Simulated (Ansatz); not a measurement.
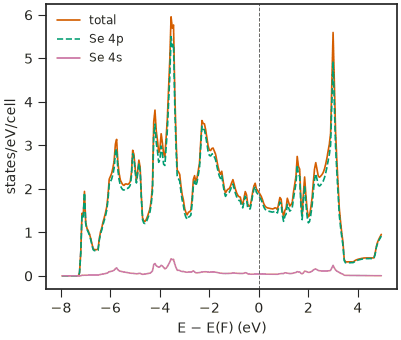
*Total and projected density of states of Se in space group Pnnm (No. 58; Se on 4g), DFT-r²SCAN+D4 in the program Ansatz with PAW potentials*

Q: Which orbitals carry the states next to the Fermi level?

A: Within 0.5 eV of the Fermi level: Se 4p 96 %. Projections are on Löwdin-orthogonalised atomic valence shells; empty p or d shells of many metals are not among them.

Q: Where is the tallest occupied peak in this window, and what makes it?

A: Near -3.5 eV, about 6.0 states/eV per cell; the largest projected share is Se 4p.

The first step of the workflow began from a Materials Project structure, measured or hypothetical; the Crystallography Open Database copy checked does not list it. It is not the phase usual at ambient conditions (space group No. 152). Symmetry was held in the r²SCAN+D4 relaxation; of distortions, only those at the zone centre were tested. Scalar-relativistic: spin–orbit coupling is off unless named, which matters more the heavier the elements.

Potentials: the later of the program's two PAW sets.
